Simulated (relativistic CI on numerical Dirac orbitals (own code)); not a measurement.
**Relativistic CI calculation, with input and output: Fe²⁺**

Fe²⁺. Computed at this level: Dirac-Coulomb-Breit CI, KLI orbitals optimised for each configuration, model QED (radiative potential, 1s self-energy scaled to tabulated hydrogen-like ionisation energies), valence Slater integrals scaled by 0.8, one configuration in a parametric crystal field (relativistic CI on numerical Dirac orbitals, in-house).

Input:
```
atom Fe  Z=26  charge=2  electrons=24
nucleus A=56  rms_radius_fm=3.7377
hamiltonian dirac-coulomb  breit=on  qed=on  c_scale=1
orbitals kli  potential=per-configuration
slater_scale 0.8
correlation none
mixing on
configurations
  [Ar] 3d6
end
crystal_field Td 10Dq=-14150
```

The program writes its results to a structured record and prints no log; tables and figures of this report are taken from that record.

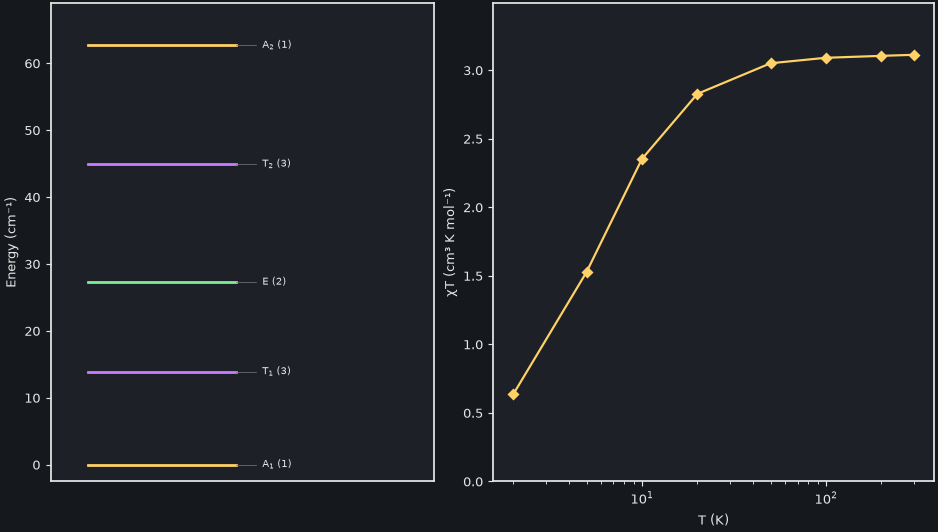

*Fe²⁺ (3d⁶) in a field of Td symmetry with 10Dq = −14,150 cm⁻¹. Labels give the double-group representation and, in brackets, the degeneracy; the lowest 5 of 91 levels are drawn. One open-shell configuration in a parametric field without covalency; powder susceptibility by Van Vleck's formula.*

The ground level is A₁, a singlet, with total spin S = 2.00 (from expectation values). The next level lies at 14 cm⁻¹ (T₁). The field lowers the ground state by 8,130 cm⁻¹ against the free ion. χT is 0.635 cm³ K mol⁻¹ at 2 K, 3.05 at 50 K and 3.11 at 300 K, an effective moment of 4.99 μB at room temperature.

Results in brief:

| quantity | value |
| --- | --- |
| outcome | converged |
| levels computed | 91 |
| hardware | 1 CPU thread, shared host |

Notes:

To bear in mind: the configuration is the one typed, which at low charge need not be the free ion's ground configuration.
